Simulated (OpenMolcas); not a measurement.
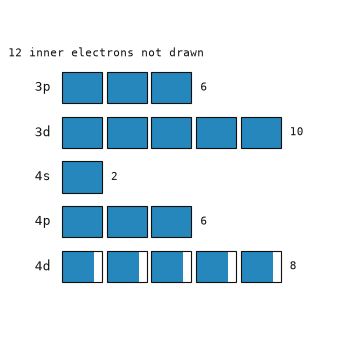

*The outer shells of the leading configuration of the lowest level: a box for each of the 2l + 1 orbitals, shaded by the share of the shell that is filled, with the electron count at the right.*

**Multiconfigurational calculation, with input and output: Pd²⁺ complex**

System: Pd²⁺ with 6 ligands (H2O; octahedron, 2.22 Å), with no charges around it.
Method: state-averaged CASSCF, active space 8 electrons in the shell 4d, basis ANO-RCC-VTZP on the metal and ANO-RCC-VDZP on the ligands, DKH2 scalar Hamiltonian, spin-orbit coupling by RASSI with atomic mean-field integrals (OpenMolcas).

**Key numbers**

| quantity | value |
| --- | --- |
| outcome | converged |
| energy of the lowest spin-free term | −5498.13542 hartree |
| energy of the lowest spin-orbit level | −5498.13751 hartree |
| largest spread among components of a term | 0.0 cm⁻¹ |
| hardware | 1 thread of Arm Neoverse V1, 24 GiB of memory available, shared host |
| wall time | 57 s |

**Remarks**

Without dynamic correlation the splittings between terms come out too large, often by 20 to 50 %. Caveats: distances are set from ionic radii, not optimised.

**Input file**
```
&GATEWAY
Coord
19

Pd 0.0 0.0 0.0
O 2.220000 0.000000 0.000000
H 2.796978 0.779741 0.000000
H 2.796978 -0.779741 0.000000
O 0.000000 2.220000 0.000000
H 0.000000 2.796978 0.779741
H 0.000000 2.796978 -0.779741
O -2.220000 0.000000 0.000000
H -2.796978 0.779741 0.000000
H -2.796978 -0.779741 0.000000
O 0.000000 -2.220000 0.000000
H 0.000000 -2.796978 0.779741
H 0.000000 -2.796978 -0.779741
O 0.000000 0.000000 2.220000
H 0.779741 0.000000 2.796978
H -0.779741 0.000000 2.796978
O 0.000000 0.000000 -2.220000
H 0.779741 0.000000 -2.796978
H -0.779741 0.000000 -2.796978
Basis=Pd.ANO-RCC-VTZP,H.ANO-RCC-VDZP,O.ANO-RCC-VDZP
Group=XYZ
NoMove
AngMom=0.0 0.0 0.0
AMFI
RICD
&SEWARD
&RASSCF
FileOrb=start.orb
Symmetry=1
Spin=3
nActEl=8 0 0
Inactive=24 24
Ras2=5 0
CIRoot=10 10 1
SDav=10
CIMx=300
Iter=150 100
PrWF=0.3
OrbListing=Nothing
MaxOrb=0
LevShft=1.0
>>> COPY $Project.JobIph JOB001
&RASSCF
FileOrb=start.orb
Symmetry=1
Spin=1
nActEl=8 0 0
Inactive=24 24
Ras2=5 0
CIRoot=15 15 1
SDav=15
CIMx=300
Iter=150 100
PrWF=0.3
OrbListing=Nothing
MaxOrb=0
LevShft=1.0
>>> COPY $Project.JobIph JOB002
&RASSI
NrOfJobIphs=2 10 15
1 2 3 4 5 6 7 8 9 10
1 2 3 4 5 6 7 8 9 10 11 12 13 14 15
IphNames
JOB001
JOB002
EJob
SpinOrbit
DIPRint=1.0
SOCoupling=1000.0
Subsets=2
Property=9
'ANGMOM' 1 'ANGMOM' 2 'ANGMOM' 3 'MLTPL  1' 1 'MLTPL  1' 2 'MLTPL  1' 3
'AMFI' 1 'AMFI' 2 'AMFI' 3
SOProperty=3
'ANGMOM' 1 'ANGMOM' 2 'ANGMOM' 3
```

The file start.orb holds starting orbitals from an earlier step. A driver script formed the levels outside the program, from RASSI's spin-orbit matrix and the active-space energies, averaged over the components of each term or state.

Command:
```bash
OMP_NUM_THREADS=1 MOLCAS_MEM=2457 MOLCAS_PROJECT=a pymolcas a.inp > a.log  # once for each step of the input, in one work folder
```

**The program's output (extracts)**
```
--- SEWARD ---
Basis set label: PD.ANO-RCC...7S6P4D2F1G.

      Electronic valence basis set:
      ------------------
      Associated Effective Charge  46.000000 au
      Associated Actual Charge     46.000000 au
      Nuclear Model: Point charge

      Shell  nPrim  nBasis  Cartesian Spherical Contaminant
         s      21       7        X
         p      18       6        X
         d      13       4                 X
         f       6       2                 X
         g       4       1                 X
                  Relativistic Douglas-Kroll-Hess integrals:
                    - DKH order of Hamiltonian: 2
                    - DKH order of Properties : 0
                  Atomic mean-field integrals
--- RASSCF ---
Wave function specifications:
      -----------------------------

      Number of closed shell electrons          96
      Number of electrons in active shells       8
      Max number of holes in RAS1 space          0
      Max nr of electrons in RAS3 space          0
      Number of inactive orbitals               48
      Number of active orbitals                  5
      Number of secondary orbitals             159
      Spin quantum number                      1.0
      State symmetry                             1
Orbital specifications:
      -----------------------

      Symmetry species                           1   2
                                                ag  au
      Frozen orbitals                            0   0
      Inactive orbitals                         24  24
      Active orbitals                            5   0
      RAS1 orbitals                              0   0
      RAS2 orbitals                              5   0
      RAS3 orbitals                              0   0
      Secondary orbitals                        79  80
      Deleted orbitals                           0   0
      Number of basis functions                108 104
      Number of CSFs                            10
      Number of root(s) required                10
      Iter CI   SX   CI       RASSCF       Energy    max ROT     max BLB   max BLB  Level Ln srch  Step   QN
          iter iter root      energy       change     param      element    value   shift minimum  type update
 Nr of preliminary CI iterations:   1
      Total energies have been shifted. Add                -5000.00 au
        1   1   14    0  -497.86081854    0.00E+00   6.55E-02   29  35 1  3.10E-01*  1.08   0.00    SX    NO
        2   1   14    0  -498.02652345   -1.66E-01*  3.98E-02   26  47 1  7.69E-02*  0.91   0.00    SX    NO
        3   1   14    0  -498.05118673   -2.47E-02*  2.22E-02   19  58 1  2.97E-02*  0.90   0.00    SX    NO
        4   1   13    0  -498.05610572   -4.92E-03*  1.07E-02   19  30 1 -2.04E-02*  0.89   0.00    SX    NO
        5   1   12    0  -498.05738863   -1.28E-03*  1.12E-02   19  30 1 -1.35E-02*  0.89   2.11    LS   YES
        6   1   12    0  -498.05787549   -4.87E-04* -2.55E-03   19  30 1 -6.17E-03*  0.88   1.06    QN   YES
        7   1   11    0  -498.05797308   -9.76E-05* -1.70E-03   19  30 1 -3.24E-03*  0.88   1.17    QN   YES
        8   1   10    0  -498.05799783   -2.47E-05* -6.98E-04   19  30 1 -1.07E-03*  0.88   1.41    LS   YES
        9   1   10    0  -498.05800019   -2.35E-06*  4.75E-04    8  43 2  5.74E-04*  0.88   1.02    QN   YES
       10   1    9    0  -498.05800178   -1.59E-06*  2.78E-04   19  51 1  2.28E-04*  0.88   1.58    LS   YES
       11   1    9    0  -498.05800205   -2.69E-07*  1.04E-04   29  35 1  2.12E-04*  0.88   1.02    QN   YES
       12   1    8    0  -498.05800223   -1.86E-07*  5.43E-05    7  45 2  6.69E-05   0.88   1.52    LS   YES
       13   1    8    0  -498.05800226   -2.77E-08* -2.21E-05   28  61 1  3.67E-05   0.88   1.00    QN   YES
       14   1    7    0  -498.05800227   -1.12E-08* -1.73E-05   28  61 1  1.45E-05   0.88   1.79    QN   YES
       15   1    6    0  -498.05800228   -3.44E-09   1.32E-06   19  58 1  3.72E-06   0.88   1.08    QN   YES
      Convergence after 15 iterations
       16   1    6    0  -498.05800228   -2.26E-10   1.32E-06   19  58 1  2.07E-06   0.88   1.08    QN   YES
      Natural orbitals and occupation numbers for root  1
      sym 1:   2.000000   1.000000   1.000000   2.000000   2.000000
      Natural orbitals and occupation numbers for root  2
      sym 1:   1.999614   1.000386   2.000000   1.999614   1.000386
      Natural orbitals and occupation numbers for root  3
      sym 1:   2.000000   1.959244   1.040756   1.040756   1.959244
::    RASSCF root number  1 Total energy:  -5498.13541845
::    RASSCF root number  2 Total energy:  -5498.08628496
::    RASSCF root number  3 Total energy:  -5498.08628496
::    RASSCF root number  4 Total energy:  -5498.08628496
::    RASSCF root number  5 Total energy:  -5498.05641589
::    RASSCF root number  6 Total energy:  -5498.05641589
::    RASSCF root number  7 Total energy:  -5498.05641589
::    RASSCF root number  8 Total energy:  -5498.00550059
::    RASSCF root number  9 Total energy:  -5498.00550059
::    RASSCF root number 10 Total energy:  -5498.00550059
--- RASSCF ---
Wave function specifications:
      -----------------------------

      Number of closed shell electrons          96
      Number of electrons in active shells       8
      Max number of holes in RAS1 space          0
      Max nr of electrons in RAS3 space          0
      Number of inactive orbitals               48
      Number of active orbitals                  5
      Number of secondary orbitals             159
      Spin quantum number                      0.0
      State symmetry                             1
Orbital specifications:
      -----------------------

      Symmetry species                           1   2
                                                ag  au
      Frozen orbitals                            0   0
      Inactive orbitals                         24  24
      Active orbitals                            5   0
      RAS1 orbitals                              0   0
      RAS2 orbitals                              5   0
      RAS3 orbitals                              0   0
      Secondary orbitals                        79  80
      Deleted orbitals                           0   0
      Number of basis functions                108 104
      Number of CSFs                            15
      Number of root(s) required                15
      Iter CI   SX   CI       RASSCF       Energy    max ROT     max BLB   max BLB  Level Ln srch  Step   QN
          iter iter root      energy       change     param      element    value   shift minimum  type update
 Nr of preliminary CI iterations:   1
      Total energies have been shifted. Add                -5000.00 au
        1   1   10    0  -497.99580298    0.00E+00  -8.62E-03   28  34 1 -6.53E-03*  0.88   0.00    SX    NO
        2   1   11    0  -497.99614930   -3.46E-04* -5.33E-03   28  34 1 -2.48E-03*  0.88   0.00    SX    NO
        3   1   10    0  -497.99626985   -1.21E-04*  3.12E-03   28  34 1 -1.83E-03*  0.88   0.00    SX    NO
        4   1   10    0  -497.99631544   -4.56E-05*  1.88E-03   28  34 1 -1.02E-03*  0.88   0.00    SX    NO
        5   1    9    0  -497.99633327   -1.78E-05*  2.77E-03   28  34 1 -6.58E-04*  0.88   2.50    LS   YES
        6   1    9    0  -497.99634480   -1.15E-05*  6.82E-04   12  33 2 -1.74E-04*  0.88   1.15    QN   YES
        7   1    8    0  -497.99634531   -5.15E-07* -3.79E-04   24  28 1  6.91E-05   0.88   1.27    QN   YES
        8   1    7    0  -497.99634546   -1.45E-07* -1.56E-04   20  27 1 -3.61E-05   0.88   1.47    QN   YES
        9   1    7    0  -497.99634549   -3.86E-08* -3.77E-05   12  33 2  1.89E-05   0.88   1.14    QN   YES
       10   1    5    0  -497.99634550   -2.46E-09  -7.56E-06   26  33 1 -7.25E-06   0.88   1.26    QN   YES
      Convergence after 10 iterations
       11   1    5    0  -497.99634550   -3.61E-10  -7.56E-06   26  33 1 -2.35E-06   0.88   1.26    QN   YES
      Natural orbitals and occupation numbers for root  1
      sym 1:   1.017134   1.017134   1.992968   1.995514   1.977249
      Natural orbitals and occupation numbers for root  2
      sym 1:   1.017134   1.017134   1.984186   1.981640   1.999905
      Natural orbitals and occupation numbers for root  3
      sym 1:   1.132971   1.132971   1.911353   1.911353   1.911353
::    RASSCF root number  1 Total energy:  -5498.07266353
::    RASSCF root number  2 Total energy:  -5498.07266353
::    RASSCF root number  3 Total energy:  -5498.03041177
::    RASSCF root number  4 Total energy:  -5498.02477437
::    RASSCF root number  5 Total energy:  -5498.02477437
::    RASSCF root number  6 Total energy:  -5498.02477437
::    RASSCF root number  7 Total energy:  -5498.00548466
::    RASSCF root number  8 Total energy:  -5498.00548466
::    RASSCF root number  9 Total energy:  -5498.00548466
::    RASSCF root number 10 Total energy:  -5497.96506085
::    RASSCF root number 11 Total energy:  -5497.96506085
::    RASSCF root number 12 Total energy:  -5497.96351152
::    RASSCF root number 13 Total energy:  -5497.96351152
::    RASSCF root number 14 Total energy:  -5497.96351152
::    RASSCF root number 15 Total energy:  -5497.85801025
--- RASSI ---
SPIN-FREE ENERGIES:
  (Shifted by EMIN (a.u.) =      -5498.1354184499)

 SF State       Relative EMIN(au)   Rel lowest level(eV)    D:o, cm**(-1)

     1             0.0000000000        0.0000000000              0.0000
     2             0.0491334895        1.3369903595          10783.5545
     3             0.0491334895        1.3369903595          10783.5545
     4             0.0491334895        1.3369903595          10783.5545
    11             0.0627549181        1.7076483164          13773.1125
    12             0.0627549181        1.7076483164          13773.1125
     7             0.0790025584        2.1497691300          17339.0574
     5             0.0790025584        2.1497691300          17339.0574
     6             0.0790025584        2.1497691300          17339.0574
    13             0.1050066844        2.8573774479          23046.3034
    14             0.1106440749        3.0107786578          24283.5675
    15             0.1106440749        3.0107786578          24283.5675
    16             0.1106440749        3.0107786578          24283.5675
     8             0.1299178618        3.5352451167          28513.6748
     9             0.1299178618        3.5352451167          28513.6748
    10             0.1299178618        3.5352451167          28513.6748
    17             0.1299337852        3.5356784144          28517.1696
    18             0.1299337852        3.5356784144          28517.1696
    19             0.1299337852        3.5356784144          28517.1696
    20             0.1703575965        4.6356663594          37389.1707
    21             0.1703575965        4.6356663594          37389.1707
    22             0.1719069283        4.6778258247          37729.2097
    23             0.1719069283        4.6778258247          37729.2097
    24             0.1719069283        4.6778258247          37729.2097
    25             0.2774082047        7.5486618050          60884.0635
     Dipole printing threshold changed to   1.00000000E+00
Eigenvalues of complex Hamiltonian:
   -----------------------------------
  (Shifted by EMIN (a.u.) =      -5498.1354184499)

 SO State       Relative EMIN(au)   Rel lowest level(eV)    D:o, cm**(-1)

     1            -0.0020875907        0.0000000000              0.0000
     2            -0.0020875907        0.0000000000              0.0000
     3            -0.0020875907        0.0000000000              0.0000
     4             0.0424094988        1.2108274883           9765.9823
     5             0.0424094988        1.2108274883           9765.9823
     6             0.0458730237        1.3050748010          10526.1381
     7             0.0458730237        1.3050748009          10526.1381
     8             0.0458730237        1.3050748009          10526.1381
     9             0.0506054471        1.4338506033          11564.7850
    10             0.0506054471        1.4338506033          11564.7850
    11             0.0506054471        1.4338506033          11564.7850
    12             0.0524413659        1.4838084989          11967.7226
    13             0.0604879923        1.7027683578          13733.7530
    14             0.0604879923        1.7027683579          13733.7530
    15             0.0696452952        1.9519512635          15743.5487
    16             0.0762817327        2.1325379290          17200.0784
    17             0.0762817327        2.1325379290          17200.0784
    18             0.0762817327        2.1325379289          17200.0784
    19             0.0831619110        2.3197571182          18710.1030
    20             0.0831619110        2.3197571183          18710.1030
    21             0.0831619110        2.3197571182          18710.1030
    22             0.0879147800        2.4490892704          19753.2371
    23             0.0879147800        2.4490892703          19753.2371
    24             0.1063757469        2.9514377713          23804.9510
    25             0.1063757469        2.9514377713          23804.9510
    26             0.1063757469        2.9514377713          23804.9510
    27             0.1064249835        2.9527775678          23815.7572
    28             0.1289548558        3.5658466252          28760.4926
    29             0.1289548558        3.5658466252          28760.4926
    30             0.1292067050        3.5726997912          28815.7671
    31             0.1292067050        3.5726997912          28815.7671
    32             0.1292067050        3.5726997912          28815.7671
    33             0.1328671916        3.6723067047          29619.1511
    34             0.1330061978        3.6760892570          29649.6594
    35             0.1330061978        3.6760892570          29649.6594
    36             0.1330061978        3.6760892571          29649.6594
    37             0.1333191279        3.6846045202          29718.3396
    38             0.1333191279        3.6846045202          29718.3396
    39             0.1333191279        3.6846045202          29718.3396
    40             0.1713992974        4.7208187204          38075.9708
    41             0.1713992974        4.7208187204          38075.9708
Weights of the five most important spin-orbit-free states for each spin-orbit state.

 SO State  Total energy (au)           Spin-free states, spin, and weights
 -------------------------------------------------------------------------------------------------------
    1        -0.002088       1 1.0  0.9655    4 1.0  0.0112    2 1.0  0.0108    3 1.0  0.0095   15 0.0  0.0010
    2        -0.002088       1 1.0  0.9655    2 1.0  0.0149    4 1.0  0.0085    3 1.0  0.0080   15 0.0  0.0010
    3        -0.002088       1 1.0  0.9655    3 1.0  0.0139    4 1.0  0.0118    2 1.0  0.0057   14 0.0  0.0010
    4         0.042409       4 1.0  0.5488    3 1.0  0.2131    2 1.0  0.0998   11 0.0  0.0808   12 0.0  0.0234
    5         0.042409       2 1.0  0.4747    3 1.0  0.3614   12 0.0  0.0808    4 1.0  0.0256   11 0.0  0.0234
    6         0.045873       4 1.0  0.4746    3 1.0  0.4742    6 1.0  0.0206    5 1.0  0.0185    7 1.0  0.0035
    7         0.045873       2 1.0  0.4758    3 1.0  0.4693    7 1.0  0.0196    6 1.0  0.0183    4 1.0  0.0070
    8         0.045873       2 1.0  0.4731    4 1.0  0.4704    7 1.0  0.0195    5 1.0  0.0194    3 1.0  0.0086
    9         0.050605       2 1.0  0.4645    4 1.0  0.4551    1 1.0  0.0300    7 1.0  0.0141    5 1.0  0.0138
   10         0.050605       4 1.0  0.4654    3 1.0  0.4631    1 1.0  0.0300    6 1.0  0.0147    5 1.0  0.0133
   11         0.050605       2 1.0  0.4640    3 1.0  0.4564    1 1.0  0.0300    7 1.0  0.0139    6 1.0  0.0132
   12         0.052441       4 1.0  0.3333    2 1.0  0.3333    3 1.0  0.3333    5 1.0  0.0000    7 1.0  0.0000
```

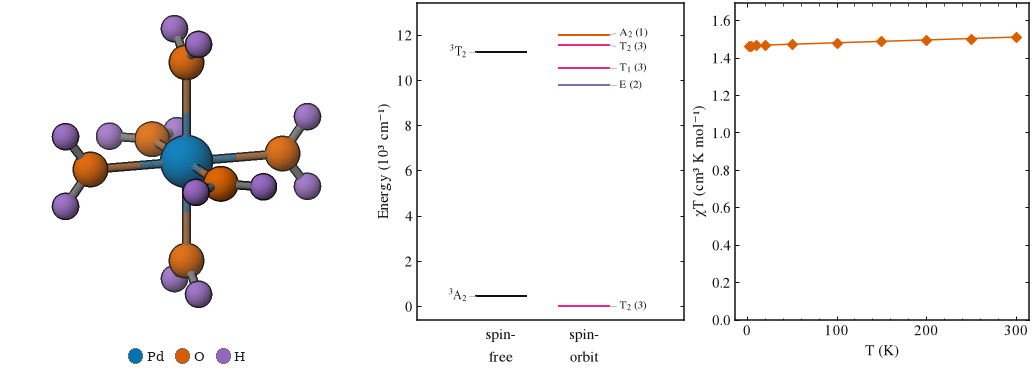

*Pd²⁺ (4d⁸) with 6 ligands, H₂O, at 2.22 Å (arrangement: octahedron, Th), and its levels and susceptibility. Labels give the representation in O, Td, D4 or D3 as the site allows (double group for half-integer spin) where it could be assigned and, in brackets, the degeneracy; spin-free states, where drawn, share the zero of the spin-orbit levels. Powder susceptibility by Van Vleck's formula.*

The ground level is T₂, 3-fold degenerate, 100 % from states of spin multiplicity 3. The next level lies at 9,770 cm⁻¹ (E). The lowest spin-free state is ³A₂, from the free-ion F term; of the same spin there follows at 10,800 cm⁻¹ (³T₂) above it. A ligand-field fit to the spin-free states gives |10Dq| = 11,000 cm⁻¹, B = 888 and C = 3,580 cm⁻¹ (rms misfit 70 cm⁻¹). χT is 1.46 cm³ K mol⁻¹ at 2 K and 1.51 at 300 K, an effective moment of 3.48 μB. The active orbitals hold 90 to 97 % metal character (Löwdin), and the Mulliken charge of the metal is +1.36.
